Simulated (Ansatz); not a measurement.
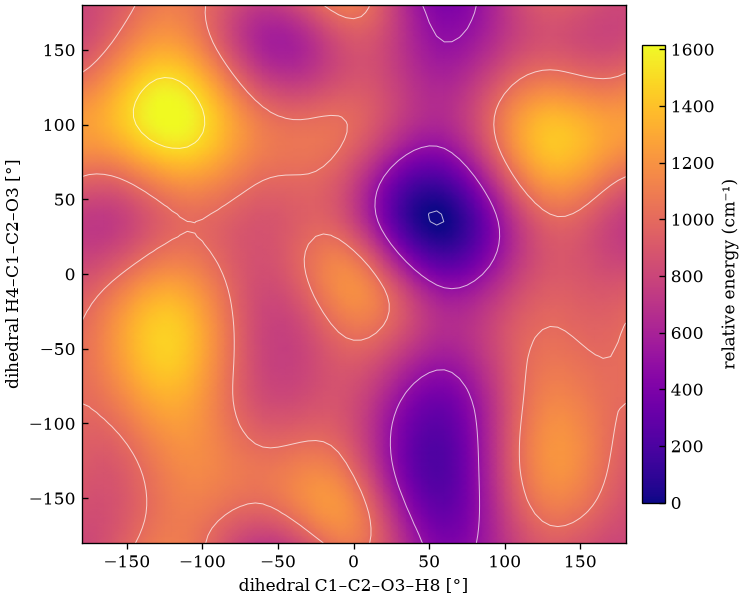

C₂H₅O, SMILES [CH2]CO, spin multiplicity 2. 
- First axis: dihedral C1–C2–O3–H8. Second axis: dihedral H4–C1–C2–O3.
- Nothing is relaxed (all other coordinates rigid).
- The scan uses a 15 × 15 grid.
- Points are written as (first, second).
- Energies: cm⁻¹, counted from the lowest grid point.
- This map comes from UHF-MP2, frozen core/def2-TZVP in Ansatz.

Drawn: a smooth colour map with a few white contour lines. Between grid points the surface is interpolated.

The lowest grid point is at (60°, 36°). Higher local minima lie near (60°, −132°) (231 cm⁻¹ above the lowest at that grid point); (−60°, 156°) (606 cm⁻¹ above the lowest at that grid point); (−180°, 36°) (749 cm⁻¹ above the lowest at that grid point). The highest grid point, (−132°, 108°), lies 1614 cm⁻¹ above the lowest. On the interpolated surface the easiest way out of the lowest well to the well at about (55°, −125°) passes a barrier of about 660 cm⁻¹. Round the minimum the valley is somewhat tilted: raising dihedral C1–C2–O3–H8 shifts the best value of dihedral H4–C1–C2–O3 downwards (coupling k₁₂/√(k₁₁k₂₂) about 0.2). At the highest point the unbonded atoms H6···H8 come to 2.00 Å, against 2.80 Å at the lowest; the sum of their van der Waals radii is about 2.4 Å.

The level of theory is changed to UKS PBE0-D4/def2-TZVP (Ansatz); with it change the reference geometry, relaxed at the new level; the new grid has 9 × 9 points, laid about the new relaxed structure.

What will the new map look like?

Answer. The lowest place stays at about (55°, 35°). The span from the lowest to the highest grid point shrinks from 1614 to 1524 cm⁻¹. The easiest pass out of the lowest well goes from about 660 to about 610 cm⁻¹ on the interpolated surfaces. In the new map: at the highest point the unbonded atoms H6···H8 come to 2.02 Å, against 2.81 Å at the lowest; the sum of their van der Waals radii is about 2.4 Å.

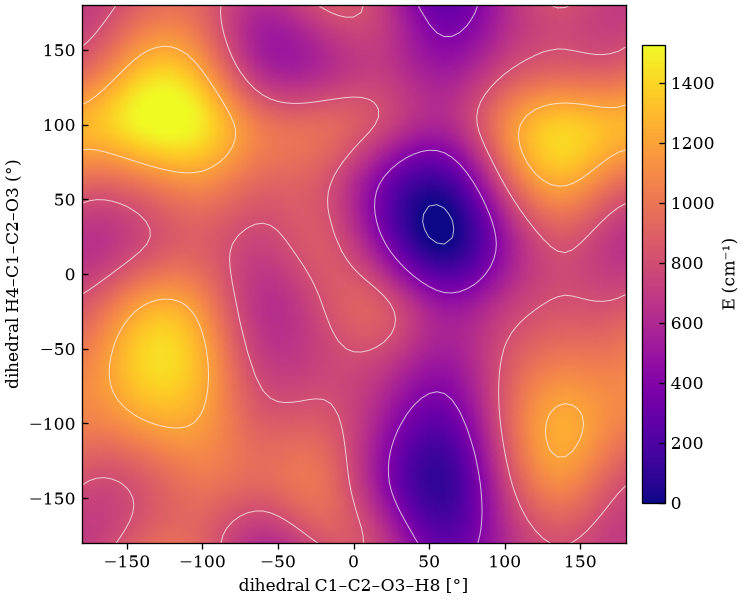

The map after the change, on a colour scale of its own. In the figure: a smooth colour map with a few white contour lines. Between grid points the surface is interpolated.
